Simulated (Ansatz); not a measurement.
```xyz
5

N    -0.4754    0.2473   -0.4145
Si   -0.2163   -1.0937    0.6191
Br    1.9144   -0.5852    1.2728
H     0.1850    0.9950   -0.6127
H    -1.3578    0.3631   -0.9061
```

The calculation used RKS PBE0/def2-SVP (Ansatz 0.2.0).

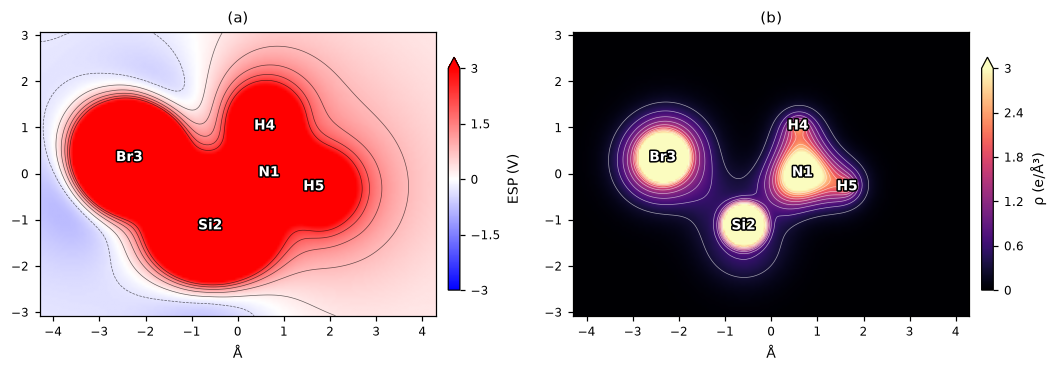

BrH2NSi (SMILES N[Si]Br). (a) molecular electrostatic potential; (b) total electron density on the molecular plane.

### What do the fields say about this system?

The plane passes through N, Si, Br and H nuclei. Si–N (1.71 Å): the density is about 1.1 e/Å³ at the midpoint. Si–Br (2.29 Å): the density is about 0.68 e/Å³ at the midpoint, with its minimum of 0.52 e/Å³ about 0.8 Å from Si. N–H (1.02 Å): the density is about 2.8 e/Å³ at the midpoint. Outside the dense part of the molecule the potential is most negative (−0.8 V) near Br3.
